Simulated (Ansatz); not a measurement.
# Bands, cutoff and cost in G0W0 for InSe (R3m), part 2 of 2

Aim: see how the G0W0 gap of InSe (R3m) on r2SCAN moves with empty bands and screening cutoff, and what each rung costs.

Ansatz 0.2.0; G0W0 on r2SCAN, plane waves, PAW. Known limits of the many-body steps: not at the basis limit; no spin-orbit coupling.

So far. Step 4 (751 empty bands, screening to 200 eV): Against the run with 4×4×4 mesh, 349 empty bands, screening to 120 eV, the gap moves by −0.009 eV.

The database entry behind the starting cell differs from later determinations by our own check (c about 1.5 % long), so it need not match the best structure at ambient conditions.

## (5) Changing the frequency model: 4×4×4 mesh, 349 empty bands, screening to 120 eV, plasmon pole

A plasmon pole stands in for the full frequency dependence of the screening; this run shows what that costs in accuracy. Bands and cutoff differ from the step before, so it is read against an earlier run that matches them.

File input.yaml:

```yaml
crystal:
  lattice:
    - [2.0, 1.1547005384, 8.44]
    - [-2.0, 1.1547005384, 8.44]
    - [0.0, -2.3094010768, 8.44]
  atoms:
    - { symbol: In, position: [0.0, 0.0, 0.0] }
    - { symbol: In, position: [0.1114, 0.1114, 0.1114] }
    - { symbol: Se, position: [0.6165, 0.6165, 0.6165] }
    - { symbol: Se, position: [0.8281, 0.8281, 0.8281] }
kpoints:
  mp_grid: { grid: [4, 4, 4] }
hamiltonian:
  xc: r2scan
scf:
  occupations: { method: fixed }
gw:
  n_empty_bands: 349
  ecut_chi: 120
  qp_bands: [v2, c2]
  qp_kpoints: band_edges
  screening: { model: godby_needs }
```

Started as:

```
> ansatz run input.yaml --threads 3 --pin off --max-ram 92160MiB --backend cuda --events-out ev --progress --plain --runs-dir out --devices 1 --max-vram 13GiB  # rebuilt from the run's record
```

Numbers of over 12 decimals in the logs are rounded to 6 here.

The program printed:

```text
GPUs: using 1 of 1 available (devices: 1).
[...]
GPU FFT provider: cuFFT
GPU libraries: cuBLAS 13.8.2, cuFFT 12.4.0, cuSOLVER 12.3.4
Crystal: 4 atoms, lattice volume = 116.948 Å³
Basis set: ecut = 500 eV, 2965 PW (Γ), exchange–correlation on 256×256×256 points (64 copies of the dense FFT grid, shifted against one another)
Bands: 35, of which v1, the nominal top of the filled ones, is band 29 counted from 1 (28 counted from 0)
[...]
2    31      9.3540    -9.6547    -3.7334   -13.6887  0.8103     9.6551     9.6546  root
[...]
12    28      5.8666   -18.3293     1.7729   -16.1895  0.7925     5.4989     5.4997  root
    12    29      7.0613   -16.3134     0.8753   -15.0772  0.7996     6.7000     6.7005  root
    12    30      7.9252   -10.1624    -3.2541   -13.6002  0.8156     8.1090     8.1088  root
    12    31      9.6901    -8.0609    -3.9939   -12.2070  0.8171     9.8424     9.8422  root
[key lines of the parts left out:]
SCF converged after 7 iterations
Free energy (F): -22182.526813 eV
Fermi energy:    7.061300 eV
```

Wall time 73 s (1 × NVIDIA H100 80GB HBM3 (shared by 6 runs) with 3 threads of AMD EPYC 7R13 (Zen 3), shared host); peak memory 3.1 GiB; 2.6 min of CPU time.

This step gave:

```
bands summed                                 : 378
plasmon-pole fit frequency                   : 26.15 eV
RPA ε∞ on this mesh (eigenvalues)            : 7.956, 7.956, 10.49
plane waves in the screening matrix          : 363
G0W0 gap on the mesh                         : 1.408 eV
k of the valence top                         : -0.5, -0.5, -0.5
k of the conduction bottom                   : -0.5, -0.5, -0.5
starting gap on the mesh                     : 0.8639 eV
least direct G0W0 gap on the computed points : 1.408 eV
```

Against the run with 4×4×4 mesh, 349 empty bands, screening to 120 eV, the gap moves by +0.03 eV.

## (6) Changing the files: 4×4×4 mesh, 349 empty bands, screening to 120 eV, hard PAW files

Other atomic data (hard PAW) test the pseudisation: the cutoff goes from 500 to 870 eV and the valence electrons from 58 to 74, which opens shells that were frozen.

input.yaml: that of step 5 with these lines changed.

```diff
@@ -14,2 +14,3 @@
   xc: r2scan
+  pseudopotentials: { kind: paw, source: ansatz }
 scf:
@@ -21,2 +22,2 @@
   qp_kpoints: band_edges
-  screening: { model: godby_needs }
+  screening: { model: contour_deformation }
```

The program printed:

```text
GPUs: using 1 of 1 available (devices: 1).
[...]
GPU FFT provider: cuFFT
GPU libraries: cuBLAS 13.8.2, cuFFT 12.4.0, cuSOLVER 12.3.4
Crystal: 4 atoms, lattice volume = 116.948 Å³
Basis set: ecut = 870 eV, 6827 PW (Γ), exchange–correlation on 432×432×432 points (64 copies of the dense FFT grid, shifted against one another)
Bands: 45, of which v1, the nominal top of the filled ones, is band 37 counted from 1 (36 counted from 0)
[...]
2    39     10.5634    -9.6646    -3.7830   -13.7003  0.7840    10.8174    10.8160  root
[...]
12    36      7.0737   -18.3318     1.7456   -16.1877  0.7636     6.6721     6.6752  root
    12    37      8.2667   -16.3247     0.8550   -15.0829  0.7788     7.8783     7.8799  root
    12    38      9.1373   -10.1765    -3.3059   -13.6217  0.8013     9.2767     9.2766  root
    12    39     10.9002    -8.0779    -4.0085   -12.2289  0.7943    11.0430    11.0427  root
[key lines of the parts left out:]
SCF converged after 9 iterations
Free energy (F): -28920.720885 eV
Fermi energy:    8.266710 eV
```

It took 3.1 min on 1 × NVIDIA H100 80GB HBM3 (shared by 6 runs) with 3 threads; peak memory 5.4 GiB; 4.7 min of CPU time.

This step gave:

| Property | Result |
| --- | --- |
| bands summed | 386 |
| RPA ε∞ on this mesh (eigenvalues) | 7.951, 7.951, 10.38 |
| plane waves in the screening matrix | 363 |
| G0W0 gap on the mesh | 1.397 eV |
| k of the valence top | -0.5, -0.5, -0.5 |
| k of the conduction bottom | -0.5, -0.5, -0.5 |
| starting gap on the mesh | 0.8706 eV |
| least direct G0W0 gap on the computed points | 1.397 eV |

Against the run with 4×4×4 mesh, 349 empty bands, screening to 120 eV, the gap moves by +0.018 eV.

## (7) The runs together

Times are wall times on 1 × NVIDIA H100 80GB HBM3 (shared by 6 runs) with 3 threads of AMD EPYC 7R13 (Zen 3), shared host, good to a factor of about two.

| mesh | files | frequency | bands summed | cutoff (eV) | start (eV) | G0W0 (eV) | time | host memory (GiB) |
| --- | --- | --- | --- | --- | --- | --- | --- | --- |
| 4×4×4 | default PAW | contour deformation | 152 | 60 | 0.864 | 1.343 | 33 s | 1.9 |
| 4×4×4 | default PAW | contour deformation | 378 | 120 | 0.864 | 1.379 | 80 s | 2.3 |
| 4×4×4 | default PAW | contour deformation | 780 | 200 | 0.864 | 1.370 | 1.8 min | 3.6 |
| 4×4×4 | default PAW | plasmon pole | 378 | 120 | 0.864 | 1.408 | 73 s | 3.1 |
| 4×4×4 | hard PAW | contour deformation | 386 | 120 | 0.871 | 1.397 | 3.1 min | 5.4 |

The parts of the quasiparticle energy at the two band edges (eV; QP = start + Σx + Σc − Vxc):

| run | edge | start | Σx | Σc | Vxc | Z | QP |
| --- | --- | --- | --- | --- | --- | --- | --- |
| 152 bands | valence top | 7.06 | -16.31 | 1.21 | -15.08 | 0.78 | 7.04 |
| 152 bands | conduction bottom | 7.93 | -10.16 | -2.98 | -13.60 | 0.80 | 8.38 |
| 378 bands | valence top | 7.06 | -16.31 | 0.85 | -15.08 | 0.78 | 6.68 |
| 378 bands | conduction bottom | 7.93 | -10.16 | -3.31 | -13.60 | 0.80 | 8.05 |
| 780 bands | valence top | 7.06 | -16.31 | 0.69 | -15.08 | 0.78 | 6.52 |
| 780 bands | conduction bottom | 7.93 | -10.16 | -3.48 | -13.60 | 0.80 | 7.89 |

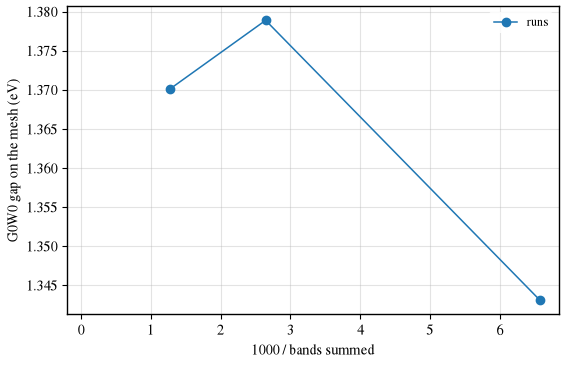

The gap against one over the number of bands.

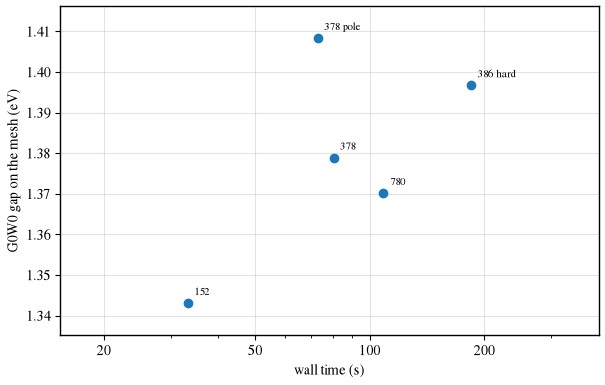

Result against wall time.

## (8) Results

```json
{
  "152 bands, 60 eV": "1.343 eV",
  "378 bands, 120 eV": "1.379 eV",
  "780 bands, 200 eV": "1.370 eV",
  "mesh and start": "4×4×4, r2SCAN"
}
```

In words: From 152 to 780 bands the gap moves by +0.03 eV while the time grows 3.3-fold. Σc changes by −0.52 eV at the valence top and −0.49 eV at the conduction bottom, so the levels themselves move more than the gap between them. The gap turns back along the series, so no limit is drawn from it. The plasmon-pole model gives +0.03 eV against contour deformation, 6 % of the correction, and saved no time in this program. Hard PAW files move the gap by +0.02 eV at equal bands and cutoff, +0.01 eV of it in the start. The many-body steps are scalar-relativistic: spin-orbit coupling is not in them.

[Paths, hosts, dates, memory and timing lines, banners, echoed tables and standing remarks are left out of the program output.]

[Logs are printed without paths, hosts, clocks, repeated set-up lines and the standing remarks that a program may print on its own settings, such as how far it seeks lower states.]

[Runs of the session that timed out or met a known fault of the program may be left out.]

[Cells called generated may have been cut or substituted from an entry of the Crystallography Open Database or the Materials Project.]

[Hosts, paths, dates, database ids (printed as entryN), source tags and the programs' standing remarks are cut or masked in the printed files.]
